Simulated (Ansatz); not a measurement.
Start from Pt in the fcc (Cu type) structure (space group Fm-3m, No. 225; a = 3.972 Å; relaxed with 0.1 eV smearing).

Structures relaxed with PBE (Ansatz, an electronic-structure program; PAW; 420 eV plane waves; scalar-relativistic without spin-orbit coupling).

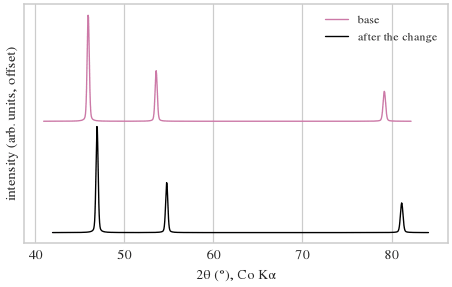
Figure. Simulated powder patterns before (top) and after one change

**Question.** Which of these changes matches the shifts?
(A) isotropic strain −1.50 %
(B) isotropic strain −2.50 %
(C) isotropic strain −2.00 %
(D) isotropic strain −0.50 %

**Answer.** C, isotropic strain −2.00 %. Its volume per atom is 14.75 Å³ against 15.67 Å³, and its space group is Fm-3m (No. 225).

Whether these cells are dynamically stable was not tested. The final runs are not spin-polarised.
